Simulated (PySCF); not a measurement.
**H3O+ (oxonium) at 3 levels**

Aim: a comparison of 3 runs (wB97X-V/6-31G, UMP2/6-31G, BCCD(T)/6-31G) of H3O+ (oxonium). The job is set up through a Python script.

The calculation is run with PySCF 2.14.0.

## 1. Starting point

H3O+: 4 atoms, total charge +1, spin state singlet. As SMILES, `[OH3+]`. The O1–H3 distance was set to 1.180 Å, away from the relaxed value.

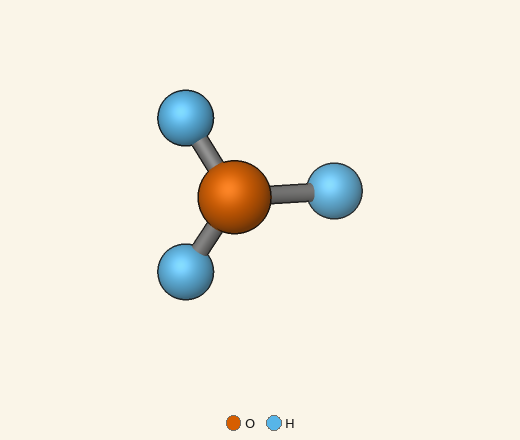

The structure, seen from a chosen angle (oxygen orange, hydrogen blue).

## 2. The energy at wB97X-V/6-31G (run 1)

File job.py:

```python
from pyscf import gto, dft

molecule = gto.Mole()
molecule.atom = 'O 0.317969 0.000113 0.084887; H 0.336149 0.980573 0.158257; H -0.413410 -0.366620 -0.765680; H 0.125049 -0.430667 0.947907'
molecule.max_memory = 1860
molecule.spin = 0
molecule.verbose = 3
molecule.charge = 1
molecule.basis = '6-31g'
molecule.build()

calc0 = dft.RKS(molecule, xc='wb97x-v')
calc0.nlcgrids.level = 1
calc0.conv_tol = 1e-10
calc0.grids.level = 5
calc0.kernel()
if not calc0.converged:
    calc0 = calc0.newton().run(calc0.mo_coeff, calc0.mo_occ)

e_final = calc0.e_tot
print(f'total energy: {e_final:.8f} hartree')
```

Launch:

```bash
$ OMP_NUM_THREADS=1 python job.py
```

Output:

```text
converged SCF energy = -76.6206043591925
total energy: -76.62060436 hartree
```

It took 7.2 s on 1 thread of Arm Neoverse V1, shared host; peak memory 0.16 GiB.

## 3. A single-point energy at UMP2/6-31G (run 2)

File start.xyz:

```xyz
4

O      0.317969     0.000113     0.084887
H      0.336149     0.980573     0.158257
H     -0.413410    -0.366620    -0.765680
H      0.125049    -0.430667     0.947907
```

File job.py:

```python
from pyscf import gto, scf, mp

mol = gto.Mole()
mol.atom = 'start.xyz'
mol.verbose = 3
mol.charge = 1
mol.basis = '6-31g'
mol.max_memory = 1860
mol.build()

hf = scf.UHF(mol)
hf.conv_tol = 1e-10
hf.kernel()
if not hf.converged:
    hf = hf.newton().run(hf.mo_coeff, hf.mo_occ)
for _ in range(3):
    mo, _, stable, _ = hf.stability(return_status=True)
    if stable:
        break
    hf.kernel(hf.make_rdm1(mo, hf.mo_occ))

pt = mp.MP2(hf, frozen=1).run()
e_final = pt.e_tot
print('E = %.10f Eh' % e_final)
```

Launch:

```bash
$ OMP_NUM_THREADS=1 python job.py
```

Output:

```text
converged SCF energy = -76.2408347410986  <S^2> = 5.6336269e-11  2S+1 = 1
<class 'pyscf.scf.uhf.UHF'> wavefunction is stable in the internal stability analysis
E(UMP2) = -76.3775302463732  E_corr = -0.136695505274533
E(SCS-UMP2) = -76.3779725787683  E_corr = -0.137137837669624
E = -76.3775302464 Eh
```

Wall time 0.87 s (1 thread of Arm Neoverse V1, shared host); peak memory 0.12 GiB.

## 4. A single-point energy at BCCD(T)/6-31G (run 3)

File calc.py:

```python
from pyscf import gto, cc
from pyscf.cc.bccd import bccd_kernel_

molecule = gto.M(
    atom=[
    ('O', (0.317969, 0.000113, 0.084887)),
    ('H', (0.336149, 0.980573, 0.158257)),
    ('H', (-0.413410, -0.366620, -0.765680)),
    ('H', (0.125049, -0.430667, 0.947907)),
],
    verbose=3,
    spin=0,
    max_memory=1860,
    basis='6-31g',
    charge=1,
)

myscf = molecule.RHF()
myscf.conv_tol = 1e-10
myscf.kernel()
if not myscf.converged:
    myscf = myscf.newton().run(myscf.mo_coeff, myscf.mo_occ)

mycc = cc.CCSD(myscf, frozen=1).run()
mycc = bccd_kernel_(mycc, diis=True)
e_t = mycc.ccsd_t()
e_final = mycc.e_tot + e_t
print('E(%s) = %.9f' % ('BCCD(T)', e_final))
```

Launch:

```bash
$ OMP_NUM_THREADS=1 python calc.py
```

Output:

```text
converged SCF energy = -76.240834741107
E(CCSD) = -76.3853825333541  E_corr = -0.1445477922471292
BCCD loop starts.

[... 21 lines left out ...]
CCSD converged
[... 22 lines left out ...]
CCSD converged
[... 20 lines left out ...]
CCSD converged
[... 3 lines left out ...]
E(BCCD(T)) = -76.386678109
```

It took 1.1 s on 1 thread of Arm Neoverse V1, shared host; peak memory 0.12 GiB.

## 5. All runs side by side

```
run          level  integration grid  nlc grid  energy (Eh)  HOMO energy (eV)  LUMO energy (eV)  HOMO–LUMO gap (eV)  wall time
  1  wB97X-V/6-31G                 5         1   -76.620604            -22.45             -5.78               16.67      7.2 s
  2     UMP2/6-31G                 –         –   -76.377530            -25.18             -4.28               20.90     0.87 s
  3  BCCD(T)/6-31G                 –         –   -76.386678                 –                 –                   –      1.1 s
```

## 6. Outcome

| quantity | value |
| --- | --- |
| run 3: total energy | -76.38668 Eh |
| run 3: correlation energy (1 core orbital frozen) | -145.8 mEh |
| run 3: (T) correction | -1.47 mEh |

All runs together took 9.2 s, the longest 7.2 s.
